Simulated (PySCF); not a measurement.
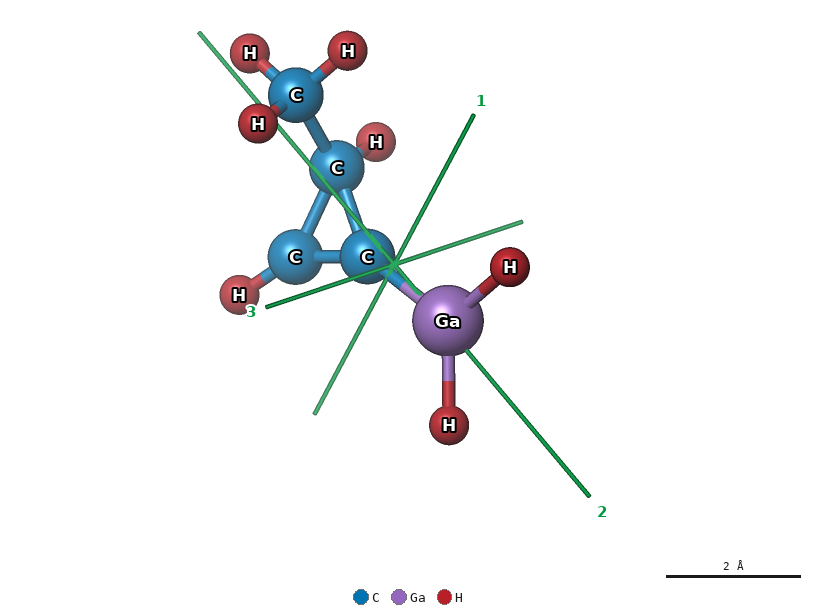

The three principal axes of inertia are drawn and numbered. Depth is shown by fading: the farther an atom, the more it takes the colour of the background. Computed geometry: PBE0-D3(BJ)/def2-SVP optimisation. No frequency run is at hand to confirm it as a minimum. Masses are those of the most abundant isotopes; constants are for the rigid equilibrium geometry.

Which line is the a axis (least moment of inertia), which b and which c?

a is line 2, b is line 1, c is line 3; the moments are 58.1, 341, 381 u Å².

What kind of rotor is it, and what are its rotational constants in cm⁻¹?

An asymmetric top (C1): A = 0.290, B = 0.0494, C = 0.0442 cm⁻¹. Ray's parameter κ is −0.96, close to the prolate limit.
